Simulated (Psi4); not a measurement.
**One shape, several levels: doublet [Si2H2OF2]+**

We compute a comparison of 6 runs (UHF/3-21G, UB3LYP/6-31G*, U-r2SCAN/def2-SVP, UPBE0/def2-SVP, UTPSS/def2-SVP) of doublet [Si2H2OF2]+. 

The results are computed with Psi4 1.11.

## (1) The molecule

[Si2H2OF2]+: 7 atoms, total charge +1, spin state doublet. As SMILES of the parent species, `F[Si]1(F)O[SiH2]1`. Geometry: relaxed at PBE0-D4/def2-TZVP. That shape belongs to the parent species and isn't relaxed for this state.

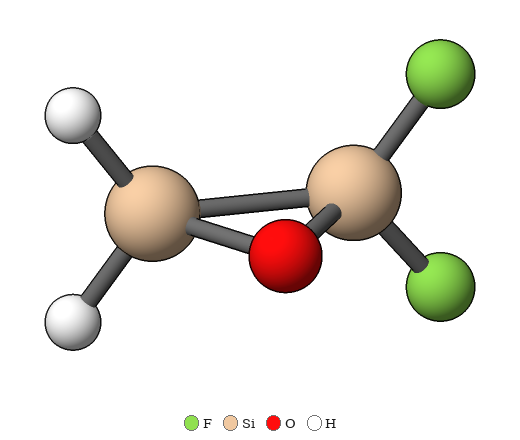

The structure, seen from a chosen angle (fluorine green, silicon light orange, oxygen red, hydrogen white).

## (2) The energy at UHF/3-21G (run 1)

f2h2osi2.xyz reads:

```xyz
7
F2H2OSi2
F      0.424200    -1.612100     1.693800
Si     0.037900    -1.026000     0.280100
F     -0.194200    -2.288000    -0.639100
O      1.103500     0.077900    -0.322100
Si    -0.304800     1.058600    -0.232800
H     -0.202300     2.188800     0.720000
H     -0.802800     1.532800    -1.545500
```

run.py reads:

```python
import numpy as np
from ase.calculators.psi4 import Psi4
from ase.io import read

mol = read('f2h2osi2.xyz')
calc = Psi4(atoms=mol, method='scf', basis='3-21G', memory='2200MB', num_threads=1, charge=1, multiplicity=2, label='f2h2osi2', reference='uhf')
calc.psi4.set_options({'puream': True, 'e_convergence': 1e-09, 'd_convergence': 1e-08, 'scf_type': 'pk', 'maxiter': 100})
mol.calc = calc

print(f'energy: {mol.get_potential_energy():.6f} eV')
```

The run is started by

```sh
$ python run.py
```

f2h2osi2.dat:

```text
[...]
  Running in c1 symmetry.
[...]
  Nuclear repulsion =  309.676526440965517
[...]
  Multiplicity = 2
[...]
  Nalpha       = 28
  Nbeta        = 27
[...]
    Number of basis functions: 57
[...]
   @UHF iter   1:  -847.82305162088858   -3.94584e-01   9.04157e-03 ADIIS/DIIS
[...]
   @UHF iter  18:  -847.98280583855922   -2.84217e-12   9.52958e-09 DIIS
[...]
   @S^2 Observed:                7.677674564E-01
[...]
    Orbital Energies [Eh]
    ---------------------
    Alpha Occupied:
       1A    -68.713094     2A    -68.618478     3A    -26.393087
       4A    -26.392827     5A    -20.825116     6A     -6.510128
       7A     -6.431911     8A     -4.608444     9A     -4.606967
      10A     -4.604956    11A     -4.529361    12A     -4.525512
      13A     -4.524774    14A     -1.830820    15A     -1.803409
      16A     -1.715723    17A     -1.071038    18A     -1.016961
      19A     -0.948410    20A     -0.926975    21A     -0.897763
      22A     -0.884687    23A     -0.867302    24A     -0.854660
      25A     -0.850257    26A     -0.839761    27A     -0.730967
      28A     -0.687137
    Alpha Virtual:
[...]
  @UHF Final Energy:  -847.98280583855922
   => Energetics <=
    Nuclear Repulsion Energy =            309.6765264409655174
    One-Electron Energy =               -1782.0455841184448218
    Two-Electron Energy =                 624.3862518389200886
    Total Energy =                       -847.9828058385592158
  UHF NO Occupations:
  HONO-2 :   26  A 1.9994099
  HONO-1 :   27  A 1.9922060
  HONO-0 :   28  A 1.0000000
  LUNO+0 :   29  A 0.0077940
  LUNO+1 :   30  A 0.0005901
[...]
 Multipole Moments:
 ------------------------------------------------------------------------------------
     Multipole            Electronic (a.u.)      Nuclear  (a.u.)        Total (a.u.)
 ------------------------------------------------------------------------------------
 L = 1.  Multiply by 2.5417464519 to convert [e a0] to [Debye]
 Dipole X            :         -0.1004940           -1.1641693           -1.2646633
 Dipole Y            :         -4.7707789            7.1914608            2.4206818
 Dipole Z            :          1.4084505           -1.7743852           -0.3659347
 Magnitude           :                                                    2.7555366
[...]
```

Standard output:

```text
energy: -23074.787472 eV
```

Wall time 1.6 s (1 thread of Intel Xeon 6975P-C (Granite Rapids), shared host); peak memory 0.21 GiB.

## (3) Energy and gradient at UB3LYP/6-31G(d) (spherical functions) (run 2)

job.inp reads:

```
memory 2200 mb

molecule m {
  1 2
  F      0.424200    -1.612100     1.693800
  Si     0.037900    -1.026000     0.280100
  F     -0.194200    -2.288000    -0.639100
  O      1.103500     0.077900    -0.322100
  Si    -0.304800     1.058600    -0.232800
  H     -0.202300     2.188800     0.720000
  H     -0.802800     1.532800    -1.545500
  units angstrom
  symmetry c1
  no_reorient
  no_com
}

set {
  reference            uks
  puream               true
  e_convergence        1e-09
  d_convergence        1e-08
  scf_type             pk
  dft_radial_points    99
  dft_spherical_points 590
  maxiter              100
}

e_tot, wfn = gradient("b3lyp/6-31G*", return_wfn=True)
oeprop(wfn, "MULLIKEN_CHARGES", "DIPOLE", "WIBERG_LOWDIN_INDICES", title="B3LYP")
```

The run is started by

```sh
$ psi4 -i job.inp -o job.out -n 1
```

job.out, shortened:

```text
[...]
  Running in c1 symmetry.
[...]
  Nuclear repulsion =  309.676526440965517
[...]
  Multiplicity = 2
[...]
  Nalpha       = 28
  Nbeta        = 27
[...]
    Number of basis functions: 82
[...]
   @UKS iter   1:  -854.67548461100500    1.27654e-01   8.64300e-03 ADIIS/DIIS
[...]
   @UKS iter  14:  -854.86389153457719   -1.47793e-12   3.98619e-09 DIIS
[...]
   @S^2 Observed:                7.526572444E-01
[...]
  @UKS Final Energy:  -854.86389153457719
   => Energetics <=
    Nuclear Repulsion Energy =            309.6765264409655174
    One-Electron Energy =               -1788.9518012140479186
    Two-Electron Energy =                 682.4934134979212104
    DFT Exchange-Correlation Energy =     -58.0820302594159514
    Empirical Dispersion Energy =           0.0000000000000000
    VV10 Nonlocal Energy =                  0.0000000000000000
    Total Energy =                       -854.8638915345771920
  UHF NO Occupations:
  HONO-2 :   26  A 1.9998721
  HONO-1 :   27  A 1.9990086
[...]
  -Total Gradient:
     Atom            X                  Y                   Z
    ------   -----------------  -----------------  -----------------
       1        0.010519522674    -0.012901882200    -0.000251620346
       2       -0.041163303211     0.099579215742    -0.017903446510
       3        0.011063635522    -0.012334073507     0.001809429571
       4        0.022411176631    -0.008913138044    -0.003356451481
       5       -0.013041630750    -0.085056290008     0.028132992951
       6        0.004182937373     0.008731002742    -0.007741041261
       7        0.006053061980     0.010804068563    -0.000670102002
[...]
 Multipole Moments:
 ------------------------------------------------------------------------------------
     Multipole            Electronic (a.u.)      Nuclear  (a.u.)        Total (a.u.)
 ------------------------------------------------------------------------------------
[...]
```

It took 20 s on 1 thread of Intel Xeon 6975P-C (Granite Rapids), shared host; peak memory 1 GiB.

Run 3 isn't shown in full; the table further down has it.

## (4) A single-point energy at U-r2SCAN/def2-SVP (run 4)

job.inp reads:

```
memory 2200 mb

molecule {
  1 2
  F      0.424200    -1.612100     1.693800
  Si     0.037900    -1.026000     0.280100
  F     -0.194200    -2.288000    -0.639100
  O      1.103500     0.077900    -0.322100
  Si    -0.304800     1.058600    -0.232800
  H     -0.202300     2.188800     0.720000
  H     -0.802800     1.532800    -1.545500
  symmetry c1
  no_reorient
  no_com
}

set {
  basis def2-SVP
  reference uks
  puream true
  e_convergence 1e-09
  d_convergence 1e-08
  scf_type pk
  dft_radial_points 99
  dft_spherical_points 590
  maxiter 100
}

energy_value, wavefunction = energy('r2scan', return_wfn=True)
oeprop(wavefunction, 'DIPOLE', 'LOWDIN_CHARGES', 'MAYER_INDICES')
print_variables()
```

The run is started by

```sh
$ psi4 -n 1 job.inp job.out
```

job.out:

```text
[...]
  Running in c1 symmetry.
[...]
  Nuclear repulsion =  309.676526440965517
[...]
  Multiplicity = 2
[...]
  Nalpha       = 28
  Nbeta        = 27
[...]
    Number of basis functions: 88
[...]
   @UKS iter   1:  -854.12407716412611    2.41823e-01   7.82267e-03 ADIIS/DIIS
[...]
   @UKS iter  14:  -854.30190584186619   -4.32010e-12   5.07709e-09 DIIS
[...]
   @S^2 Observed:                7.539869562E-01
[...]
    Orbital Energies [Eh]
    ---------------------
    Alpha Occupied:
       1A    -66.190844     2A    -66.134132     3A    -24.731065
       4A    -24.731044     5A    -19.272870     6A     -5.571884
       7A     -5.524403     8A     -3.919075     9A     -3.916548
      10A     -3.916476    11A     -3.874159    12A     -3.869010
      13A     -3.864430    14A     -1.381243    15A     -1.359091
      16A     -1.253227    17A     -0.793690    18A     -0.756682
      19A     -0.695228    20A     -0.688589    21A     -0.659175
      22A     -0.643639    23A     -0.635197    24A     -0.624622
      25A     -0.616586    26A     -0.595825    27A     -0.552288
      28A     -0.540179
    Alpha Virtual:
[...]
  @UKS Final Energy:  -854.30190584186619
   => Energetics <=
    Nuclear Repulsion Energy =            309.6765264409655174
    One-Electron Energy =               -1788.1029034289572337
    Two-Electron Energy =                 695.8814781641992795
    DFT Exchange-Correlation Energy =     -71.7570070180737076
    Empirical Dispersion Energy =           0.0000000000000000
    VV10 Nonlocal Energy =                  0.0000000000000000
    Total Energy =                       -854.3019058418661871
  UHF NO Occupations:
  HONO-2 :   26  A 1.9997626
  HONO-1 :   27  A 1.9986941
[...]
 Multipole Moments:
 ------------------------------------------------------------------------------------
     Multipole            Electronic (a.u.)      Nuclear  (a.u.)        Total (a.u.)
 ------------------------------------------------------------------------------------
 L = 1.  Multiply by 2.5417464519 to convert [e a0] to [Debye]
 Dipole X            :        -12.5343545           11.6337209           -0.9006336
 Dipole Y            :         58.1554124          -57.2581347            0.8972777
 Dipole Z            :        -12.7941953           12.7598087           -0.0343866
 Magnitude           :                                                    1.2717824
[...]
```

It took 34 s on 1 thread of Intel Xeon 6975P-C (Granite Rapids), shared host; peak memory 1.3 GiB.

Run 5 isn't shown in full; the table further down has it.

## (5) Energy and forces at UTPSS/def2-SVP (run 6)

calc.dat reads:

```
memory 2200 MB

molecule mol {
  1 2
  F
  Si 1 1.578382
  F 2 1.578431 1 105.11103
  O 2 1.648255 1 114.68963 3 -126.89972
  Si 4 1.718446 2 80.41017 1 -119.08744
  H 5 1.481785 4 114.33099 2 115.67457
  H 5 1.481908 6 110.41187 4 -130.59481
  units angstrom
  symmetry c1
}

set globals {
  basis                def2-SVP
  reference            uks
  puream               true
  e_convergence        1e-09
  d_convergence        1e-08
  scf_type             pk
  dft_radial_points    99
  dft_spherical_points 590
  maxiter              100
}

energy_value, wavefunction = gradient("tpss", return_wfn=True)
```

The run is started by

```sh
$ psi4 -n 1 calc.dat calc.out
```

calc.out, shortened:

```text
[...]
  Running in c1 symmetry.
[...]
  Nuclear repulsion =  309.676461666969658
[...]
  Multiplicity = 2
[...]
  Nalpha       = 28
  Nbeta        = 27
[...]
    Number of basis functions: 88
[...]
   @UKS iter   1:  -854.34419590486732    2.80041e-01   8.19519e-03 DIIS/ADIIS
[...]
   @UKS iter  14:  -854.53943642647619   -2.16005e-12   4.19434e-09 DIIS
[...]
   @S^2 Observed:                7.522822654E-01
[...]
  @UKS Final Energy:  -854.53943642647619
   => Energetics <=
    Nuclear Repulsion Energy =            309.6764616669696579
    One-Electron Energy =               -1788.1939906892375802
    Two-Electron Energy =                 695.9623114783705660
    DFT Exchange-Correlation Energy =     -71.9842188825789719
    Empirical Dispersion Energy =           0.0000000000000000
    VV10 Nonlocal Energy =                  0.0000000000000000
    Total Energy =                       -854.5394364264761862
  UHF NO Occupations:
  HONO-2 :   26  A 1.9998810
  HONO-1 :   27  A 1.9992318
[...]
 Multipole Moments:
 ------------------------------------------------------------------------------------
     Multipole            Electronic (a.u.)      Nuclear  (a.u.)        Total (a.u.)
 ------------------------------------------------------------------------------------
 L = 1.  Multiply by 2.5417464519 to convert [e a0] to [Debye]
 Dipole X            :          0.3574361            0.5836587            0.9410948
 Dipole Y            :         -4.3029185            5.9352328            1.6323143
 Dipole Z            :         -3.2947267            4.5445809            1.2498543
 Magnitude           :                                                    2.2610274
[...]
  -Total Gradient:
     Atom            X                  Y                   Z
    ------   -----------------  -----------------  -----------------
       1       -0.009715812645    -0.010660267428     0.007966485931
       2        0.026379108503     0.069803712926     0.053411657835
       3       -0.009713452654     0.004869944439    -0.012360822058
       4       -0.009820607022    -0.009025284129    -0.006913699900
       5        0.014619974497    -0.069211886013    -0.053041018754
       6       -0.005886334548     0.003973737834     0.009430911974
       7       -0.005882483393     0.010137834760     0.001420426590
[...]
```

Wall time 42 s (1 thread of Intel Xeon 6975P-C (Granite Rapids), shared host); peak memory 1.3 GiB.

## (6) All runs side by side

```tsv
run	level	task	integration grid	energy (Eh)	HOMO energy (eV)	LUMO energy (eV)	⟨S²⟩	wall time
1	UHF/3-21G	energy	–	-847.982806	-18.70	-8.05	0.768	1.6 s
2	UB3LYP/6-31G* (spherical functions)	gradient	99 radial × 590 angular	-854.863892	-15.26	-12.36	0.753	20 s
3	UB3LYP/6-31G* (Cartesian functions)	energy	99 radial × 590 angular	-854.871380	-15.26	-12.36	0.753	16 s
4	U-r2SCAN/def2-SVP	energy	99 radial × 590 angular	-854.301906	-14.70	-12.82	0.754	34 s
5	UPBE0/def2-SVP	gradient	99 radial × 590 angular	-853.952880	-15.69	-12.15	0.754	18 s
6	UTPSS/def2-SVP	gradient	99 radial × 590 angular	-854.539436	-14.37	-12.91	0.752	42 s
```

## (7) Summary of results

| quantity | value |
| --- | --- |
| run 6: total energy | -854.53944 Eh |
| run 6: HOMO energy (highest over α and β) | -14.37 eV |
| run 6: LUMO energy (lowest over α and β) | -12.91 eV |
| run 6: ⟨S²⟩ | 0.752 |
| run 6: largest force on an atom | 4.719 eV/Å |

**Reading.** Totals of different functionals can't be ranked against each other. All runs together took 2.2 min, the longest 42 s.
